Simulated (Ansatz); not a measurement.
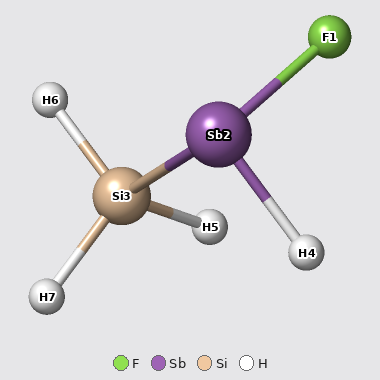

The system is FH4SbSi, SMILES [F][SbH][SiH3]; the picture shows the reference structure. First axis: umbrella angle at Sb2 (between each of its bonds and their common axis; 90 is planar). Second axis: change of the bonds Sb2–F1, Sb2–Si3, Sb2–H4, all alike. Nothing is relaxed (all other coordinates rigid). Grid: 15 × 15 points. Points are written as (first, second). All energies are given in eV relative to the relaxed molecule at the same level. Energies and slopes of some neighbouring points disagree (a jump in structure or state, or too coarse a mesh). These are results of RHF/def2-TZVP (Ansatz), not measurements.

Its coordinates:

```json
{"atom": "F", "x (Å)": "-0.5949", "y (Å)": "-2.1361", "z (Å)": "1.0836"}
{"atom": "Sb", "x (Å)": "-1.4638", "y (Å)": "-0.8632", "z (Å)": "-0.0292"}
{"atom": "Si", "x (Å)": "0.4882", "y (Å)": "0.8647", "z (Å)": "0.0819"}
{"atom": "H", "x (Å)": "-0.8859", "y (Å)": "-1.5377", "z (Å)": "-1.4793"}
{"atom": "H", "x (Å)": "1.7857", "y (Å)": "0.2007", "z (Å)": "-0.1305"}
{"atom": "H", "x (Å)": "0.4720", "y (Å)": "1.5276", "z (Å)": "1.3992"}
{"atom": "H", "x (Å)": "0.2601", "y (Å)": "1.8761", "z (Å)": "-0.9714"}
```

Range: umbrella angle at Sb2 (between each of its bonds and their common axis; 90 is planar) from 45.5 to 134.5°; change of the bonds Sb2–F1, Sb2–Si3, Sb2–H4, all alike from −0.228 to 0.352 Å.

### What landscape does the calculation give?

The lowest grid point is at (121.8°, −0.021 Å), 0.013 eV from the relaxed molecule at the same level. Other grid points that lie below all their neighbours: (58.2°, 0.021 Å) (0.05 eV higher). The highest grid point, (90.0°, 0.352 Å), lies 5.02 eV above the lowest.

```
second ↓, first →  45.5  51.8  58.2  64.6  70.9  77.3  83.6  90.0  96.4  102.7  109.1  115.4  121.8  128.2  134.5
            0.352  2.31  2.02  1.98  2.18  2.61  3.26  4.10  5.03  4.03   3.21   2.56   2.15   1.95   2.00   2.28
            0.311  1.99  1.68  1.64  1.85  2.29  2.96  3.82  4.70  3.75   2.90   2.24   1.81   1.61   1.66   1.96
            0.269  1.69  1.36  1.30  1.52  1.97  2.66  3.54  4.33  3.47   2.60   1.92   1.48   1.27   1.33   1.65
            0.228  1.41  1.06  1.00  1.22  1.68  2.39  3.27  3.98  3.20   2.32   1.63   1.18   0.97   1.03   1.37
            0.186  1.17  0.79  0.72  0.94  1.41  2.13  3.01  3.64  2.94   2.07   1.36   0.89   0.68   0.76   1.12
            0.145  0.96  0.56  0.48  0.70  1.18  1.91  2.78  3.34  2.70   1.84   1.12   0.65   0.44   0.52   0.91
            0.104  0.81  0.38  0.29  0.50  0.99  1.72  2.57  3.07  2.50   1.65   0.93   0.45   0.24   0.34   0.76
            0.062  0.71  0.25  0.14  0.35  0.84  1.57  2.39  2.84  2.32   1.50   0.78   0.30   0.09   0.20   0.65
            0.021  0.69  0.19  0.06  0.27  0.76  1.48  2.27  2.67  2.20   1.40   0.69   0.21   0.01   0.14   0.62
           −0.021  0.75  0.21  0.07  0.27  0.75  1.46  2.21  2.57  2.14   1.38   0.68   0.20   0.01   0.16   0.68
           −0.062  0.92  0.33  0.17  0.35  0.83  1.52  2.23  2.56  2.17   1.44   0.75   0.29   0.11   0.28   0.84
           −0.104  1.21  0.58  0.39  0.56  1.02  1.69  2.36  2.65  2.30   1.61   0.94   0.49   0.32   0.52   1.12
           −0.145  1.65  0.97  0.74  0.90  1.34  1.98  2.61  2.88  2.55   1.90   1.26   0.82   0.68   0.90   1.55
           −0.186  2.27  1.53  1.27  1.40  1.82  2.43  3.02  3.26  2.96   2.35   1.73   1.32   1.19   1.45   2.15
           −0.228  3.11  2.31  2.01  2.11  2.51  3.09  3.63  3.85  3.57   3.00   2.42   2.03   1.93   2.22   2.99
```

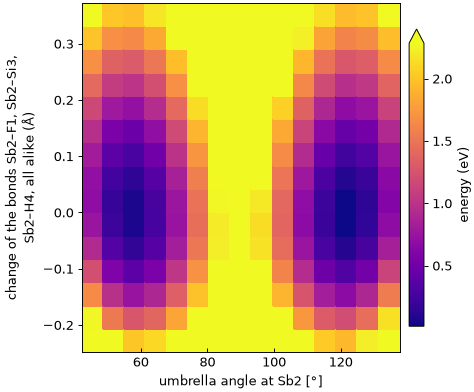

In the figure: one coloured cell a grid point, one colour for all values above the top of the scale.

The whole map (225 points run) took 14 min on 1 thread of Arm Neoverse V1 (shared host).
